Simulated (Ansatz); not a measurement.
Eu (bcc, W type)

```xyz
1
Lattice="-2.1904 2.1904 2.1904 2.1904 -2.1904 2.1904 2.1904 2.1904 -2.1904" Properties=species:S:1:pos:R:3 pbc="T T T"
Eu     0.0000     0.0000     0.0000
```

This relaxed cell (volume V₀) is scaled evenly in all directions, its shape held. Symmetry pins the atoms to their sites.

Calculation: PBE (plane waves to 420 eV, PAW, scalar-relativistic; Ansatz, a quantum-chemistry and plane-wave program). k mesh 15×15×15 (Γ-centred), Fermi-Dirac smearing 0.05 eV. Energies are smeared free energies. Eu was relaxed with its symmetry unable to fall. Relaxed Eu ends ferromagnetic. The PAW data are Ansatz's earlier set. The relaxed volume of Eu is well below the measured one. Other magnetic orders were not checked, so this need not be the ground state. The f-shell state is unchecked: a lower one may exist. ΔE is measured from the relaxed starting cell.

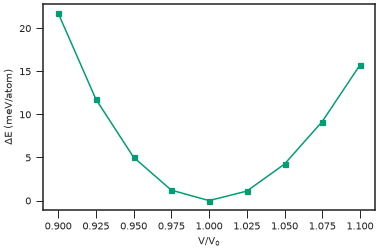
*ΔE (meV/atom) against V/V₀; markers are the computed points, lines only join them.*

The pressure derivative B₀′ (fit) is 3.7 and the bulk modulus B₀ (third-order Birch-Murnaghan fit) is 14.0 GPa. The energy cost of the largest expansion is 16 meV/atom, the pressure at the smallest volume is 1.8 GPa and the energy cost of the largest compression is 22 meV/atom.

(Under strain, the slope of the energy per volume gives the stress and its curvature an elastic modulus.)
